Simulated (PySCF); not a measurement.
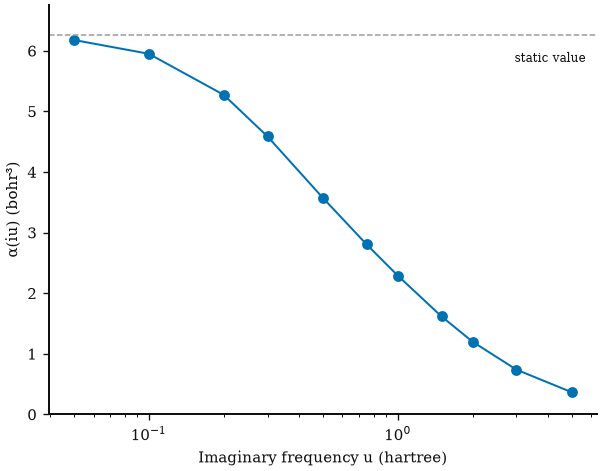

Dipole polarisability at imaginary frequency of Co⁺ ([Ar] 3d⁸). Coupled response at the HF level; PySCF, aug-cc-pVDZ, non-relativistic, unrestricted single determinants, no spin-orbit coupling.

Give the static polarisability, its fall-off and C₆.

The static dipole polarisability is 6.26 bohr³; α(iu) falls to half of it near u = 0.63 hartree. The Casimir–Polder integral gives C₆ = 20.4 hartree bohr⁶ for two such species.
